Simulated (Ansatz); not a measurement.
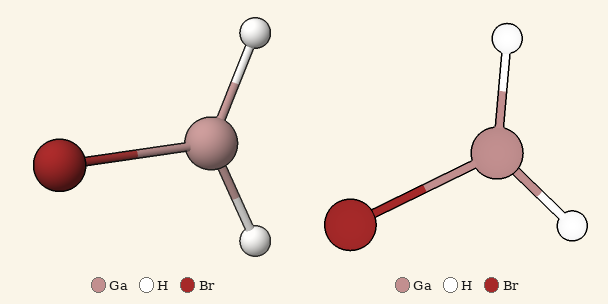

Two views of one molecule.

The computed structure is the end point of a PBE0-D4/def2-TZVP optimisation.

Question: Which formula does it have?

Answer: BrGaH₂, 4 atoms: 1 bromine, 1 gallium and 2 hydrogen.

Question: Count the bonded pairs by element.

Answer: 2 Ga–H, 1 Br–Ga. Sticks follow a distance rule.

The parts below concern this one geometry. Atoms keep their numbers from picture to picture.

**Geometry**

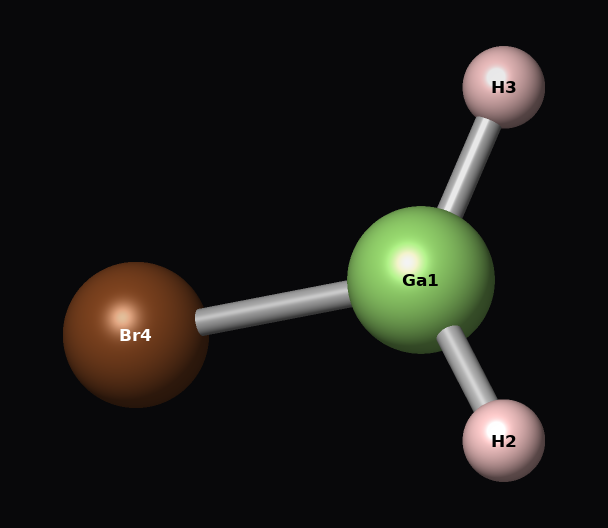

Atoms carry their numbers in the input.

Question: What is the geometry at Ga1?

Answer: Ga1 has 3 neighbours (H2 at 1.56, H3 at 1.56, Br4 at 2.29 Å); the arrangement is trigonal planar.

**Electronic properties**

Method: RKS PBE0-D4/def2-TZVPP (Ansatz 0.2.0).

Computed properties:

- HOMO energy (Kohn–Sham orbital): −8.07 eV
- LUMO energy (Kohn–Sham orbital): −1.91 eV
- HOMO–LUMO gap: 6.15 eV

**Charges**

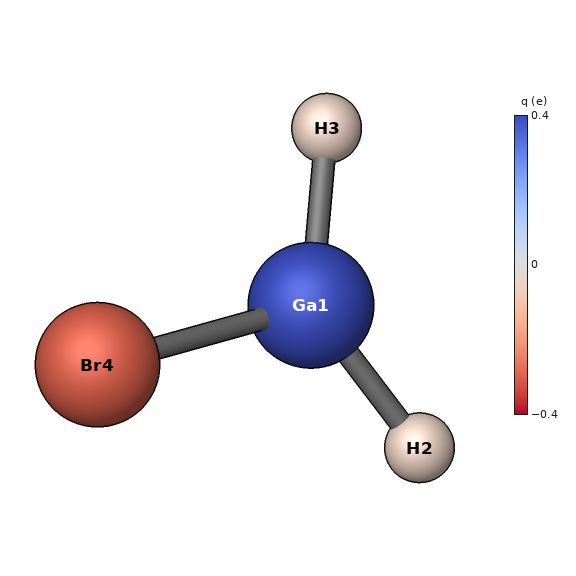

Atoms are coloured by their Mulliken charges. Method: RKS PBE0-D4/def2-TZVP (Ansatz 0.2.0).

List the Mulliken charges.

```csv
atom,value (e)
Ga1,0.39
H2,−0.05
H3,−0.05
Br4,−0.30
```

**Thermal motion**

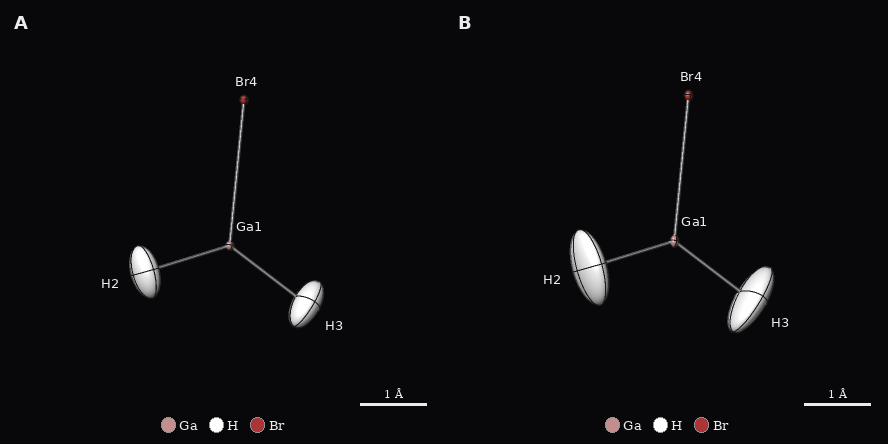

Displacement ellipsoids at the 50 % level, scaled by 1.5, from the internal vibrations of the free molecule (harmonic, no overall translation or rotation; no half-axis is drawn under 0.075 Å). Vibrations computed with RKS PBE0-D4/def2-TZVP (Ansatz 0.2.0). One panel is for 298 K, the other for 900 K.

Question: Which panel is for 900 K?

Answer: B.

Question: How much does the mean-square displacement of H2 grow, and why?

Answer: U_eq goes from 0.0184 to 0.0352 Å², a factor of 1.9. Modes below kT (626 cm⁻¹ at 900 K) grow about in proportion to T, and the lowest lies at 304 cm⁻¹; the mean-square amplitude of a mode is its zero-point value times coth(ħω/2kT), which comes close to 1 only above about 3kT.

Mulliken values depend strongly on the basis set and can even reverse the polarity of a bond.
